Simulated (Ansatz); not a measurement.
Take KI in the rock salt structure (space group Fm-3m, No. 225; a = 7.0915 Å) as the base.

Structures relaxed with r2SCAN (Ansatz, a first-principles code, PAW, without spin-orbit coupling).

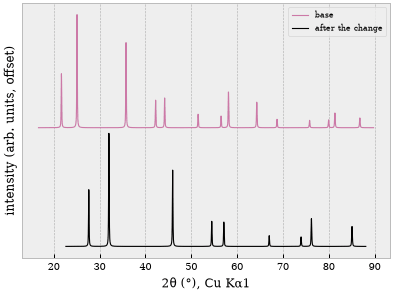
*Simulated powder patterns before (top) and after one change*

Task: What was done to the base?
A) pressure 50 GPa
B) pressure 7 GPa
C) pressure −1 GPa
D) pressure 75 GPa

Result: A, pressure 50 GPa. Its volume per atom is 21.73 Å³ against 44.58 Å³, and its space group is Fm-3m (No. 225).

Load acts through the strain it causes; cell and atoms are relaxed under it. Whether these cells are dynamically stable was not tested. Competing high-pressure phases were not computed.
